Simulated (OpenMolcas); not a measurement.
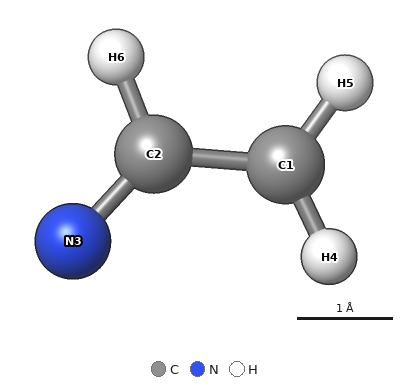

*The input geometry (ball-and-stick view, seen on its broad side; atoms are numbered from 1 in the order of the input).*

**Excited-state calculation of C₂H₃N (part 1 of 2)**

The run: excited-state calculation of C₂H₃N, multiplicity 3. Method and program: CASSCF/ANO-RCC-VDZ, DKH2 (OpenMolcas 26.06).

The geometry comes from this level: GFN2-xTB.

### Input file
```
&GATEWAY
  Coord
  geom.xyz
  Basis
  ANO-RCC-VDZ
  Group
  NoSym
  RICD

&SEWARD

&RASSCF
  FileOrb
  $CurrDir/step2.RasOrb
  Spin
  3
  Nactel
  4 0 0
  Inactive
  9
  Ras2
  4
  CIRoot
  3 3 1
  OrbListing
  Nothing
  OrbAppear
  Compact

&RASSI
  NrOfJobIphs
  1 all
```

### File geom.xyz
```
6

C     -0.445500    -0.098960    -0.560660
C      0.413230     0.095320     0.516630
N      0.920770    -0.774650     1.274960
H     -0.747290    -1.095800    -0.827230
H     -0.816850     0.729400    -1.134860
H      0.675640     1.144680     0.731170
```

Hardware: 1 thread of Intel Xeon (Granite Rapids), 16 GiB of memory available, shared host.

Command:
```bash
export MOLCAS_MEM=1860
pymolcas step3.inp > step3.log
```

### Log
```
--- Start Module: gateway ---

                                              &GATEWAY

                       available to each process: 1.9 GB of memory, 1 thread

++    Symmetry information:
      ---------------------

                    Character Table for C1

                             E
                    a        1  x, y, xy, Rz, z, xz, Ry, yz, Rx, I
--

++    Basis set information:
      ----------------------

      Basis set label: C.ANO-RCC...3S2P.

      Electronic valence basis set:
      ------------------
      Associated Effective Charge   6.000000 au
      Associated Actual Charge      6.000000 au
      Nuclear Model: Point charge

      Shell  nPrim  nBasis  Cartesian Spherical Contaminant
         s      14       3        X
         p       9       2        X

      Basis set label: N.ANO-RCC...3S2P.

      Electronic valence basis set:
      ------------------
      Associated Effective Charge   7.000000 au
      Associated Actual Charge      7.000000 au
      Nuclear Model: Point charge

      Shell  nPrim  nBasis  Cartesian Spherical Contaminant
         s      14       3        X
         p       9       2        X

      Basis set label: H.ANO-RCC...2S.

      Electronic valence basis set:
      ------------------
      Associated Effective Charge   1.000000 au
      Associated Actual Charge      1.000000 au
      Nuclear Model: Point charge

      Shell  nPrim  nBasis  Cartesian Spherical Contaminant
         s       8       2        X
--

++    Molecular structure info:
      -------------------------

                    ************************************************
                    **** Cartesian Coordinates / bohr, angstrom ****
                    ************************************************

     Center  Label                x              y              z                     x              y              z
        1      C1              -0.841873      -0.187007      -1.059494             -0.445500      -0.098960      -0.560660
        2      C2               0.780892       0.180129       0.976289              0.413230       0.095320       0.516630
        3      N3               1.740003      -1.463876       2.409325              0.920770      -0.774650       1.274960
        4      H4              -1.412173      -2.070762      -1.563238             -0.747290      -1.095800      -0.827230
        5      H5              -1.543623       1.378366      -2.144575             -0.816850       0.729400      -1.134860
        6      H6               1.276775       2.163132       1.381711              0.675640       1.144680       0.731170

                    ***************************************
                    *    InterNuclear Distances / bohr    *
                    ***************************************

               1 C1            2 C2            3 N3            4 H4            5 H5            6 H6
    1 C1       0.000000
    2 C2       2.629176        0.000000
    3 N3       4.508790        2.382486        0.000000
    4 H4       2.031633        4.040451        5.107425        0.000000
    5 H5       2.029839        4.071723        6.292738        3.500245        0.000000
    6 H6       3.996411        2.083883        3.798126        5.816272        4.583142        0.000000

                    *******************************************
                    *    InterNuclear Distances / angstrom    *
                    *******************************************

               1 C1            2 C2            3 N3            4 H4            5 H5            6 H6
    1 C1       0.000000
    2 C2       1.391300        0.000000
    3 N3       2.385949        1.260757        0.000000
    4 H4       1.075094        2.138114        2.702733        0.000000
    5 H5       1.074145        2.154663        3.329973        1.852250        0.000000
    6 H6       2.114810        1.102743        2.009882        3.077839        2.425294        0.000000

                    **************************************
                    *    Valence Bond Angles / degree    *
                    **************************************
                          Atom centers                 Phi
                      2 C2       1 C1       4 H4       119.65
                      2 C2       1 C1       5 H5       121.31
                      4 H4       1 C1       5 H5       119.04
                      1 C1       2 C2       3 N3       128.16
                      1 C1       2 C2       6 H6       115.49
                      3 N3       2 C2       6 H6       116.35

           ***************************************************************
           *              Valence Dihedral Angles / degree               *
           ***************************************************************
                    Atom centers                       Phi1     Phi2     Theta
           4 H4       1 C1       2 C2       6 H6        119.65   115.49  -179.83
           5 H5       1 C1       2 C2       6 H6        121.31   115.49     0.10
           3 N3       2 C2       1 C1       4 H4        128.16   119.65    -0.10
           3 N3       2 C2       1 C1       5 H5        128.16   121.31   179.83
--

            Nuclear Potential Energy             58.88640077 au

--- Stop Module: gateway /rc=_RC_ALL_IS_WELL_ ---

--- Start Module: seward ---

                                              &SEWARD

                       available to each process: 1.9 GB of memory, 1 thread

               SEWARD will generate:
                  Multipole Moment integrals up to order  2
                  Kinetic Energy integrals
                  Nuclear Attraction integrals (point charge)
                  One-Electron Hamiltonian integrals
                  Velocity integrals
                  Relativistic Douglas-Kroll-Hess integrals:
                    - Parametrization         : EXP
                    - DKH order of Hamiltonian: 2
                    - DKH order of Properties : 0
                         - multipole moment operators
                         - electric potential operators
                         - contact operators
                  Orbital angular momentum around (  0.5348  -0.4655   0.7409 )
                  Velocity quadrupole around (  0.5348  -0.4655   0.7409 )
                  Atomic mean-field integrals
                  RI decomposed two-electron repulsion integrals stored Cholesky style
                   - acCD auxiliary basis
                   - CD Threshold:   1.00E-04

                   Integrals are discarded if absolute value <: 1.00E-14
                   Integral cutoff threshold is set to       <: 1.00E-16

            Nuclear Potential Energy             58.88640077 au

      Basis set specifications :
      Symmetry species         a
      Basis functions           33

--- Stop Module: seward /rc=_RC_ALL_IS_WELL_ ---

--- Start Module: rasscf ---

                                              &RASSCF

                       available to each process: 1.9 GB of memory, 1 thread

      Header of the ONEINT file:
      --------------------------

      OrdInt status: non-squared

      Cartesian coordinates in angstrom:
      -----------------------------------------------------
      No.  Label        X            Y            Z
      -----------------------------------------------------
       1   C1        -0.44550000  -0.09896000  -0.56066000
       2   C2         0.41323000   0.09532000   0.51663000
       3   N3         0.92077000  -0.77465000   1.27496000
       4   H4        -0.74729000  -1.09580000  -0.82723000
       5   H5        -0.81685000   0.72940000  -1.13486000
       6   H6         0.67564000   1.14468000   0.73117000
      -----------------------------------------------------
      Nuclear repulsion energy =   58.88640077

++    Wave function specifications:
      -----------------------------

      Number of closed shell electrons          18
      Number of electrons in active shells       4
      Max number of holes in RAS1 space          0
      Max nr of electrons in RAS3 space          0
      Number of inactive orbitals                9
      Number of active orbitals                  4
      Number of secondary orbitals              20
      Spin quantum number                      1.0
      State symmetry                             1
--

++    Orbital specifications:
      -----------------------

      Symmetry species                           1
                                                 a
      Frozen orbitals                            0
      Inactive orbitals                          9
      Active orbitals                            4
      RAS1 orbitals                              0
      RAS2 orbitals                              4
      RAS3 orbitals                              0
      Secondary orbitals                        20
      Deleted orbitals                           0
      Number of basis functions                 33
--

++    CI expansion specifications:
      ----------------------------

      Number of CSFs                            15
      Number of determinants                    16
      Number of root(s) required                 3
      Root chosen for geometry opt.              3
      CI roots used                              1     2     3
      weights                                0.333 0.333 0.333
      highest root included in the CI            3
      max. size of the explicit Hamiltonian     15
--

++    Optimization specifications:
      ----------------------------

      RASSCF algorithm: LK RI/DF
      Maximum number of macro iterations       200
      Maximum number of SX iterations          100
      Threshold for RASSCF energy            1.000E-08
      Threshold for max MO rotation          1.000E-01
      Threshold for max BLB element          1.000E-04
      Level shift parameter                  5.000E-01
      Make Quasi-Newton update
--

      The MO-coefficients are taken from the file:
      step2.RasOrb
      Title: RASSCF average (pseudo-natural) orbitals

      Total molecular charge    0.00

      ************************************************************************************************************************
      *                                            Wave function control section                                             *
      ************************************************************************************************************************

                                         RASSCF iterations: Energy and convergence statistics
                                         ----------------------------------------------------

          iter iter root      energy       change     param      element    value   shift minimum  type update hh:mm:ss
 Nr of preliminary CI iterations:   1
        1   1    3    0  -131.79957261    0.00E+00   8.66E-06    4  17 1 -6.57E-06   0.27   0.00    SX    NO    0:00:00
        2   1    3    0  -131.79957261   -2.28E-10   6.62E-06    9  11 1  2.94E-06   0.27   0.00    SX    NO    0:00:00
        3   1    3    0  -131.79957261   -6.41E-11   5.13E-06    9  11 1  2.28E-06   0.27   0.00    SX    NO    0:00:00
        4   1    3    0  -131.79957261   -3.64E-11   3.93E-06    9  11 1  1.74E-06   0.27   0.00    SX    NO    0:00:00
      Convergence after  4 iterations
        5   1    3    0  -131.79957261   -1.78E-11   3.93E-06    9  11 1  1.34E-06   0.27   0.00    SX    NO    0:00:00

      ************************************************************************************************************************
                                                      Wave function printout:
                       occupation of active orbitals, and spin coupling of open shells (u,d: Spin up or down)
      ************************************************************************************************************************

      Note: transformation to natural orbitals
      has been made, which may change the order of the CSFs.

      printout of CI-coefficients larger than  0.05 for root  1
      energy=    -131.917047
      conf/sym  1111     Coeff  Weight
             1  2uu0   0.94949 0.90153
             2  2u0u  -0.07336 0.00538
             6  uduu   0.14175 0.02009
             8  uu20  -0.09176 0.00842
             9  uudu  -0.19016 0.03616
            10  uuud  -0.07535 0.00568
            15  0uu2  -0.14440 0.02085

      printout of CI-coefficients larger than  0.05 for root  2
      energy=    -131.767455
      conf/sym  1111     Coeff  Weight
             2  2u0u   0.57287 0.32818
             6  uduu   0.10046 0.01009
             8  uu20  -0.72863 0.53090
             9  uudu   0.21219 0.04502
            10  uuud   0.10151 0.01030
            11  uu02   0.20521 0.04211
            14  0u2u   0.18214 0.03317

      printout of CI-coefficients larger than  0.05 for root  3
      energy=    -131.714216
      conf/sym  1111     Coeff  Weight
             3  u2u0  -0.90945 0.82711
             4  u20u  -0.25229 0.06365
             5  20uu  -0.25447 0.06475
             7  02uu   0.08518 0.00726
            12  u02u   0.16793 0.02820
            13  u0u2  -0.09503 0.00903

      Natural orbitals and occupation numbers for root  1
      sym 1:   1.892755   1.000000   1.000674   0.106571

      Natural orbitals and occupation numbers for root  2
      sym 1:   1.347914   0.999999   1.174537   0.477549

      Natural orbitals and occupation numbers for root  3
      sym 1:   1.078808   1.796025   1.000000   0.125167

      ************************************************************************************************************************
      *                                                    Final results                                                     *
      ************************************************************************************************************************

++    Final optimization conditions:
      ------------------------------

      Average CI energy                            -131.79957261
      RASSCF energy for state  3                   -131.71421570
      Super-CI energy                                -0.00000000
      RASSCF energy change                           -0.00000000
      Max change in MO coefficients               4.329E-06
      Max non-diagonal density matrix element     3.934E-06
      Maximum BLB matrix element                  1.344E-06
      (orbital pair   9,  11 in symmetry   1)
      Norm of electronic gradient            1.032E-01
--

      Final state energy(ies):
      ------------------------
```
